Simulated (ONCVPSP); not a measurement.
| Item | Value |
| --- | --- |
| Element | Mn (Z = 25) |
| Generator | ONCVPSP 4.0.1 |
| Type | optimised norm-conserving Vanderbilt (ONCV) |
| Functional | LDA (Perdew-Zunger) |
| Relativity | fully relativistic |
| Frozen core | [Ne] |
| Valence charge | 15 |
| Reference configuration | 3s2 3p6 3d5 4s1 (charge +1) |
| Partial waves | 3s+4s: rc 1.55 bohr, ncon 4, nbas 9, qcut 7.2 1/bohr, 2 projectors; 3p: rc 0.95 bohr, ncon 4, nbas 8, qcut 9.5 1/bohr, 3 projectors, debl 3.7 Ha; 3d: rc 1.25 bohr, ncon 3, nbas 8, qcut 14.4 1/bohr, 1 projector |
| Local potential | polynomial inside 0.75 bohr (lpopt 1, dvloc0 6 Ha) |
| Core correction | none |

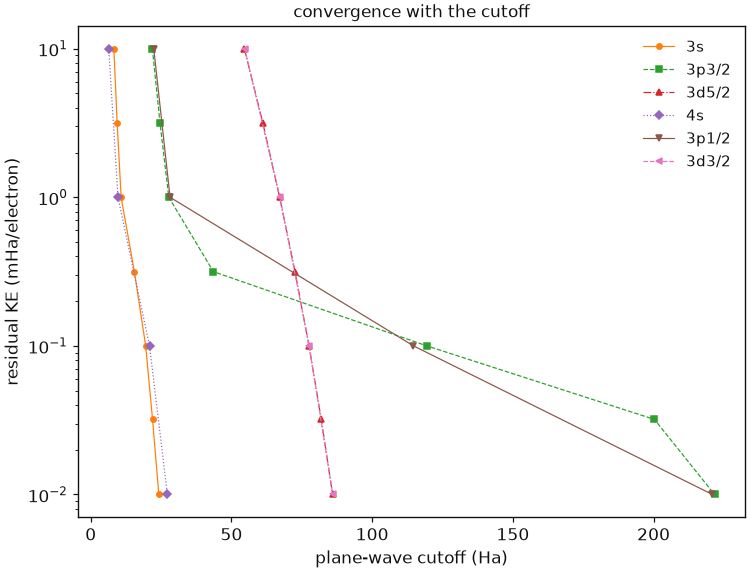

Residual kinetic energy of the pseudo-waves (the first of each channel, and further valence shells) beyond the plane-wave cutoff, as the generator prints it.

Question: Read the cutoffs for an error of 1 mHa per electron.

Answer: 3d3/2: 67 Ha; 3d5/2: 67 Ha; 3p1/2: 28 Ha; 3p3/2: 28 Ha; 3s: 11 Ha; 4s: 9.7 Ha.

Question: Which cutoffs does the potential need for its occupied states?

Answer: 67 Ha for 1 mHa and 119 Ha for 0.1 mHa per electron. The first is set by 3d3/2.
